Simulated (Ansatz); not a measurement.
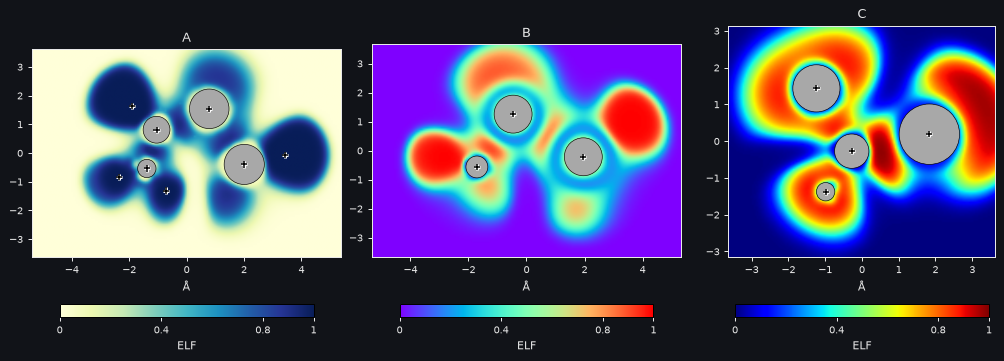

The electron localisation function of 3 systems, each on a plane through atoms (crosses mark nuclei in the plane; grey discs cover the cores).

All numbers below come from isolated molecule in a Gaussian basis; Kohn-Sham density functional theory, functional PBE0 (Ansatz 0.2.0).

System 1: BBrF$_{2}$Ge (SMILES [F][Ge][B](F)Br), the plane of atoms F3, B1 and Ge5. Geometry: B3LYP-D3(BJ)/def2-SVP.

| atom | x (Å) | y (Å) | z (Å) |
| --- | --- | --- | --- |
| B | 0.4517 | 0.3221 | -0.2066 |
| Br | -1.1352 | 1.2469 | -0.8892 |
| F | 1.0355 | 0.8109 | 0.8614 |
| F | -0.1076 | -2.4573 | -0.4493 |
| Ge | 0.8093 | -1.3649 | -1.5095 |

System 2: CH$_{7}$SbSn (SMILES [CH3][SbH][SnH3]), the plane of atoms C1, Sb2 and Sn3. Geometry: B3LYP-D3(BJ)/def2-SVP; core potentials replace the inner electrons of Sb and Sn.

```yaml
atoms:
  - { symbol: C, position_ang: [-1.8824, -0.9646, -1.2412] }
  - { symbol: Sb, position_ang: [-0.3368, -0.0095, -2.4950] }
  - { symbol: Sn, position_ang: [-0.7529, 2.5417, -1.3401] }
  - { symbol: H, position_ang: [-1.4799, -1.0925, -0.2264] }
  - { symbol: H, position_ang: [-2.7956, -0.3571, -1.2037] }
  - { symbol: H, position_ang: [-2.1108, -1.9529, -1.6642] }
  - { symbol: H, position_ang: [-1.4513, 0.3806, -3.7555] }
  - { symbol: H, position_ang: [-2.4309, 2.8242, -1.0540] }
  - { symbol: H, position_ang: [0.0648, 2.6463, 0.1753] }
  - { symbol: H, position_ang: [-0.1503, 3.7988, -2.3534] }
```

System 3: BH$_{6}$NSeSi (SMILES NB[Se][SiH3]), the plane of atoms Se3, B1 and H7. Geometry: B3LYP-D3(BJ)/def2-SVP.

```xyz
10

B    -0.9588   -0.5745   -2.4810
N    -1.2507   -0.7497   -1.1313
Se   -0.5181   -2.0116   -3.7602
Si   -0.4823   -3.8258   -2.3578
H    -1.4756    0.0379   -0.5342
H    -1.3046   -1.6424   -0.6549
H    -0.9667    0.5306   -2.9593
H     0.7218   -3.8239   -1.4770
H    -1.6875   -3.8376   -1.4737
H    -0.4772   -5.0492   -3.2043
```

**Match each panel to its system.**

Panel A is system 3, BH$_{6}$NSeSi: the plane holds B, N, Se, Si and H. B–N (1.39 Å): the ELF peaks at about 0.95 between the atoms (a short, strongly polar bond). Panel B is system 2, CH$_{7}$SbSn: the plane holds C, Sb and Sn. C–Sb (2.21 Å): the ELF peaks at about 0.90 in the valence shell of C, 0.8 Å from its nucleus, and drops to about 0.20 between the two atoms. Panel C is system 1, BBrF$_{2}$Ge: the plane holds B, Br, F and Ge. B–F (1.31 Å): the ELF peaks at about 0.85 between the atoms (a shared but strongly polarised pair).
